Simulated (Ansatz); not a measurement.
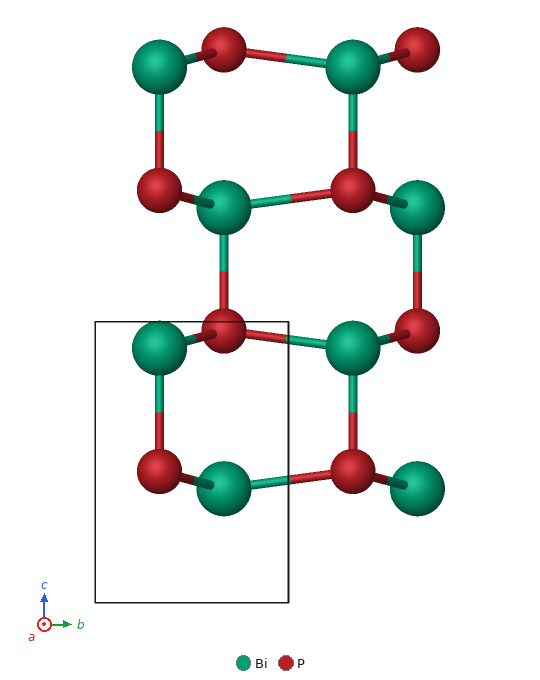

The picture looks along a close-packed row of the hexagonal mesh; c points upwards. Every atom sits on one of the three columns of the mesh; call them A, B, C in the order in which they first turn up. The sequence starts with the first layer at or above the cell's origin.

The compound is BiP, taken as the geometry relaxed with DFT PBE, scalar-relativistic, plane waves, PAW (Ansatz 0.2.0); the starting structure was generated, so it need not be a known form of this composition.

### Read off the stacking sequence over one period.

Bi(A) – P(B) – Bi(B) – P(A) (four layers in 6.17 Å).

### How are the P layers alone stacked?

P layers alone: BA, the hexagonal close-packed type.

### Which positions between or in the P layers do the other atoms fill?

Bi: two tetrahedral sites in each hexagonal cell.

### What short polytype symbol fits?

Polytype symbol 2H, the symbol of a tetrahedral polytype (number of double layers in the repeat and lattice).

Heights of the layers:

```json
{"layer": "1", "atoms (column)": "Bi(A)", "height (Å)": "2.50", "to next (Å)": "0.38"}
{"layer": "2", "atoms (column)": "P(B)", "height (Å)": "2.89", "to next (Å)": "2.71"}
{"layer": "3", "atoms (column)": "Bi(B)", "height (Å)": "5.59", "to next (Å)": "0.38"}
{"layer": "4", "atoms (column)": "P(A)", "height (Å)": "5.97", "to next (Å)": "2.71"}
```
